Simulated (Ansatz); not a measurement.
CH₄ClGa: energy and gradient calculation

The run: energy and gradient calculation of CH₄ClGa, SMILES [CH3][GaH][Cl]. Method and program: HF/def2-SVP, RHF (Ansatz 0.2.0).

The geometry comes from this level: PBE0-D4/def2-TZVP.

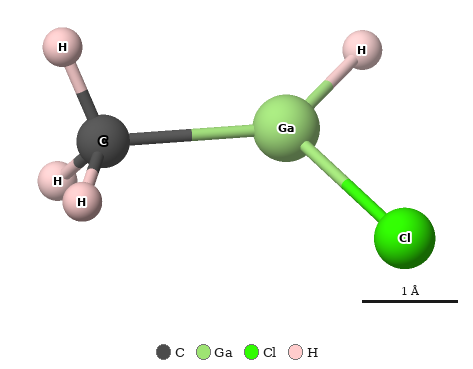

*The structure (ball-and-stick view, seen at a tilt). Sticks mark near contacts.*

Bond lengths as drawn: Cl–Ga 2.16 Å, C–Ga 1.95 Å, C–H 1.09 Å and Ga–H 1.56 Å.

Results in brief

| quantity | value |
| --- | --- |
| outcome | converged |
| total energy | −2422.582619 hartree |
| basis functions | 84 |
| largest force | 0.356 eV/Å |
| SCF solution under orbital rotations | stable |
| HOMO | −11.09 eV |
| LUMO | 1.60 eV |
| dipole moment | 2.63 D |
| hardware | 1 thread of Arm Neoverse V2, 24 GiB of memory available, shared host |
| wall time | 3.6 s |
| peak memory | 0.24 GiB |

The input
```yaml
crystal:
  periodic: [false, false, false]
  atoms:
    - {symbol: C, position_ang: [-0.730500, 0.588300, -0.200700]}
    - {symbol: Ga, position_ang: [0.846300, -0.538100, 0.035700]}
    - {symbol: Cl, position_ang: [0.865000, -1.794800, 1.792800]}
    - {symbol: H, position_ang: [-0.435900, 1.637200, -0.283800]}
    - {symbol: H, position_ang: [-1.418300, 0.473600, 0.636300]}
    - {symbol: H, position_ang: [-1.245900, 0.318700, -1.126000]}
    - {symbol: H, position_ang: [2.119300, -0.684800, -0.854300]}
basis:
  gaussian: {orbitals: def2-SVP}
magnetization: {spin_polarized: false, initial_magnetization: 0}
hamiltonian: {xc: hf}
accuracy: high
output: {forces: true, orbitals: {seedname: orbitals}}
```

Run as:
```bash
ansatz run run.yaml --threads 1 --pin off --max-ram 2610MiB --events-out events.jsonl --progress --plain --runs-dir runs
```

What the program printed
```
Functional definition: HF
  name "HF"
  exchange = exact_x
  correlation = 0
1771 factors; integrals over basis functions are off by at most 8.0e-9 eV
mean field evaluation 1: about -65920.0496 eV, gradient 2.4e1 eV
mean field evaluation 2: about -65920.0827 eV, gradient 2.4e1 eV
mean field evaluation 4: about -65921.8109 eV, gradient 2.6e0 eV
mean field evaluation 8: about -65921.8314 eV, gradient 7.8e-5 eV
mean field -65921.83135568 eV, -2422.5826188989 hartree, gradient 5.1e-8 eV, S^2 0.000000; 0 other end points of the search recorded, 0 dependent functions left out
the calculation of the forces begins
reference -65921.83135568 eV, -2422.5826188989 hartree; 29, 29 occupied and 55, 55 virtual orbitals, 1771 factors
Total energy: -65921.83135568 eV, -2422.5826188989 hartree
Atom 0 at    -0.730500     0.588300    -0.200700 Å, force    -0.117455     0.145333    -0.107693 eV/Å
Atom 1 at     0.846300    -0.538100     0.035700 Å, force     0.219279    -0.054891    -0.110701 eV/Å
Atom 2 at     0.865000    -1.794800     1.792800 Å, force     0.015865    -0.211961     0.285158 eV/Å
Atom 3 at    -0.435900     1.637200    -0.283800 Å, force    -0.057706     0.024103     0.005887 eV/Å
Atom 4 at    -1.418300     0.473600     0.636300 Å, force    -0.035367     0.032333    -0.013441 eV/Å
Atom 5 at    -1.245900     0.318700    -1.126000 Å, force    -0.050157     0.031460     0.010188 eV/Å
Atom 6 at     2.119300    -0.684800    -0.854300 Å, force     0.025540     0.033623    -0.069398 eV/Å
Dipole moment:    -0.126422     0.357328    -0.396230 e Å
```

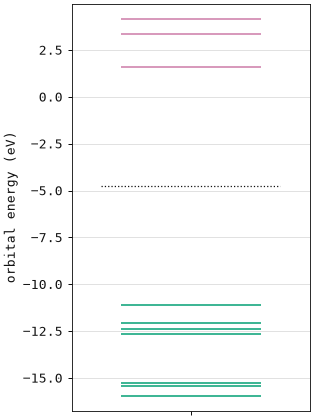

*Orbital energies near the frontier; the dotted line parts filled from empty levels, and levels within 0.02 eV of each other stand side by side.*

Highest filled −11.09 eV, lowest empty 1.60 eV, 12.69 eV apart.
